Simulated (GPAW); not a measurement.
Consider YNiC2 (Amm2).

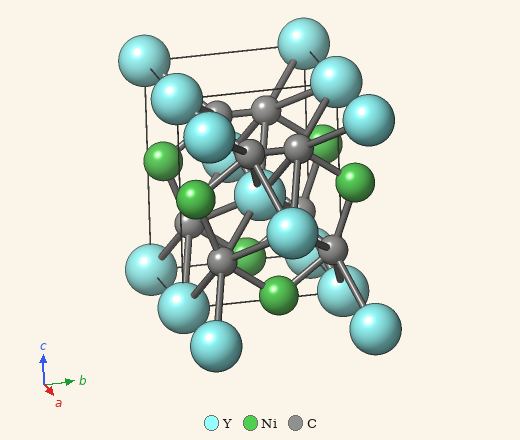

The structure (yttrium teal, nickel green, carbon grey). 2×1×1 conventional cells are drawn. Some periodic images of atoms are drawn too.

```
Y Ni C
1.0
     3.61052    0.00000    0.00000
     0.00000    2.24280    2.99123
     0.00000   -2.24280    2.99123
Y Ni C
1 1 2
Direct
  0.00000 0.00314 0.00314
  0.50000 0.61343 0.61343
  0.50000 0.15059 0.45584
  0.50000 0.45584 0.15059
```

Absorber: atom 2, with 2 C at 1.93 Å and 2 C at 1.98 Å (4-fold, site symmetry mm2). Method: GPAW, LDA, excited-electron core hole (neutral cell), 24-atom cell with 7.0 Å between holes, 3×3×3 k points, dipole transitions, Gaussian full width 1.44 eV up to 4 eV, rising linearly to 3.5 eV at 25 eV.

**Question.** Predict the near-edge structure at the Ni K edge.

Main maxima up to 30 eV above the zero (height): 1.5 eV (0.38), 5.8 eV (0.64), 11.8 eV (1.53), 16.0 eV (1.74) and 24.1 eV (1.44). A K edge sees empty p states. The first eV above the zero hold little dipole weight, as the lowest empty bands are of d character; the main edge, of 4p character, rises through 0.6 near 8 eV above the zero. The total-energy difference is 8312.68 eV. The tabulated edge of the element is 8333 eV. The functional leaves an error in such absolute values: in the free atom LDA prices this hole 17.6 eV below PBE (computed apart), and PBE is itself good to a few eV.

The Ni K spectrum (energy from the lowest empty level; intensity scaled to a mean of 1 over the first 20 eV; polarised curves are means over the symmetry-equivalent atoms):

```csv
E (eV),isotropic,ε ∥ x,ε ∥ y,ε ∥ z
-2.0,0.00,0.00,0.00,0.00
-0.5,0.10,0.18,0.08,0.04
1.0,0.36,0.63,0.30,0.13
2.5,0.35,0.53,0.35,0.16
4.0,0.37,0.53,0.27,0.30
5.5,0.62,1.19,0.27,0.41
7.0,0.43,0.89,0.15,0.24
8.5,0.76,1.62,0.10,0.56
10.0,1.24,2.50,0.35,0.88
11.5,1.52,1.87,1.10,1.60
13.0,1.44,1.12,1.92,1.26
14.5,1.46,0.89,2.30,1.18
16.0,1.74,0.91,2.63,1.67
17.5,1.48,0.74,1.92,1.79
19.0,1.31,0.75,1.30,1.87
20.5,1.26,0.99,1.01,1.80
22.0,1.32,1.19,1.01,1.76
23.5,1.43,1.33,1.22,1.74
25.0,1.42,1.40,1.26,1.58
26.5,1.31,1.35,1.17,1.41
28.0,1.21,1.26,1.05,1.30
29.5,1.19,1.25,1.09,1.23
31.0,1.24,1.20,1.34,1.18
```

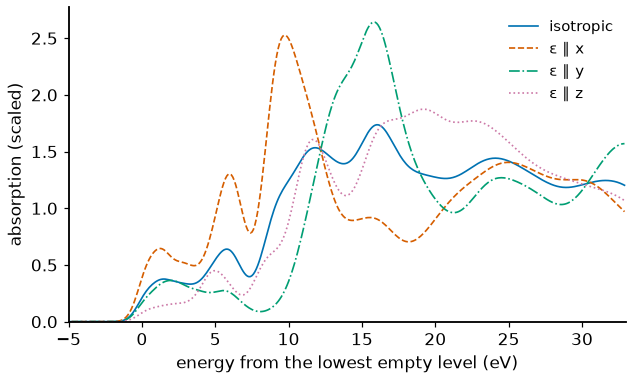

The Ni K edge.

The hole lies in one spin channel, while the script sums the empty states of both and takes the lower zero; where the two channels are split, this blurs and shifts the curve. Quadrupole 1s→3d transitions, which feed the pre-edge, are not in the dipole spectrum. The starting moments shrank to 0.00 μB or less, so this is hardly a magnetic state. The mesh is coarse (0.35 Å⁻¹ between points), so small maxima may be mesh ripples. Lifetime broadening is put in by hand, and intensities beyond about 20 eV depend on it and on the partial waves. The structure is a computed Materials Project entry and may be a hypothetical form.

[Banner, clock and machine lines of the logs are left out without a mark of their own.]

[Logs are printed without paths, hosts, clocks, repeated set-up lines and the standing remarks that a program may print on its own settings, such as how far it seeks lower states.]

[Hosts, paths, dates, database ids (printed as entryN), source tags and the programs' standing remarks are cut or masked in the printed files.]

[Lists of maxima count a maximum above −3 eV only where it reaches 4 % of the highest in the window and stands out from its surroundings by 2 % of it (1.5 % where it reaches 55 %); shoulders and weaker maxima are passed over, and of the rest the first, up to two pre-edge ones and the few strongest are named.]
